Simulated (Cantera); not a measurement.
Input: 1 mol Ta, 2.6 mol N2O, 27 mol N2, at 0.00133 bar.

Method: chemical equilibrium by Gibbs-energy minimisation in Cantera with the NASA 1993 tables (ideal gas, pure condensed phases). Candidate condensed phases: Ta, Ta2O5; 12 gas species. Kinetics and transport are ignored.

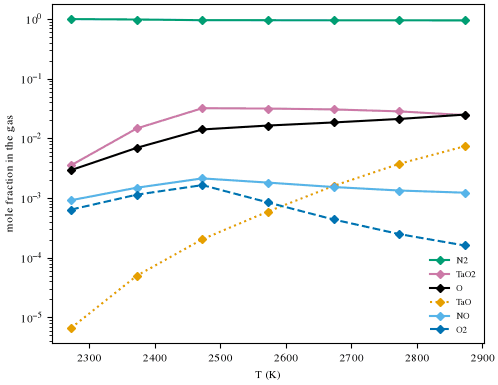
Figure: Equilibrium gas composition (values under 1e-9 drawn at 1e-9)

From 2273 K to 2373 K the condensed part is Ta2O5(l). From 2473 K to 2873 K nothing is condensed. The main Ta-bearing gas is TaO2 throughout.
